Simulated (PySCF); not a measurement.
Consider C₆H₈Ge.

Input

```
{"job": {"kind": "uv", "xc": "CAM-B3LYP", "basis": "def2-SVPD", "nstates": 8, "ntriplets": 3}, "charge": 0, "multiplicity": 1}
C      3.006418    -0.347352     0.370658
C      1.996741    -0.189802    -0.254046
C      0.754809    -0.027323    -0.971878
C     -0.143755    -1.216662    -0.741556
C     -1.329170    -1.068770    -0.175785
C     -1.825467     0.284999     0.238734
Ge    -0.357551     1.504619    -0.307238
H      3.901689    -0.479910     0.900982
H      0.984363     0.065550    -2.039425
H      0.232988    -2.185313    -1.038702
H     -1.978165    -1.915546     0.004013
H     -2.774396     0.506002    -0.253102
H     -2.015204     0.302285     1.313673
H     -0.735711     2.491261    -1.384376
H      0.277997     2.283950     0.810480
```

Run with:

```sh
OMP_NUM_THREADS=1 python probes_run.py task.json out
```

Geometry: GFN2-xTB.

Theory: PySCF 2.14.0, CAM-B3LYP/def2-SVPD, SCF density, gas phase.

### Predict the electron density and electron localisation function between the atoms.

C–Ge (1.99 Å): the density is about 0.85 e/Å³ at the midpoint; the ELF peaks at about 0.95 in the valence shell of C, 0.7 Å from its nucleus, and is about 0.75 at the midpoint.
C–C (1.32 Å): the density is about 2.4 e/Å³ at the midpoint; the ELF peaks at about 0.95 between the atoms; a multiple bond.

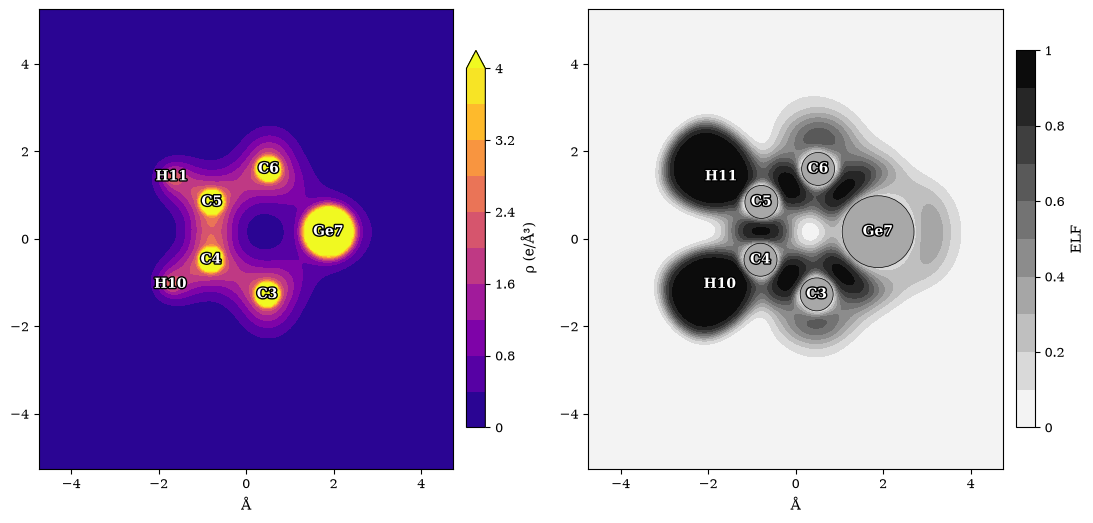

Computed electron density and electron localisation function on the plane of atoms C4, C5 and C6, in this order. Grey discs cover the atomic cores in the ELF map. 
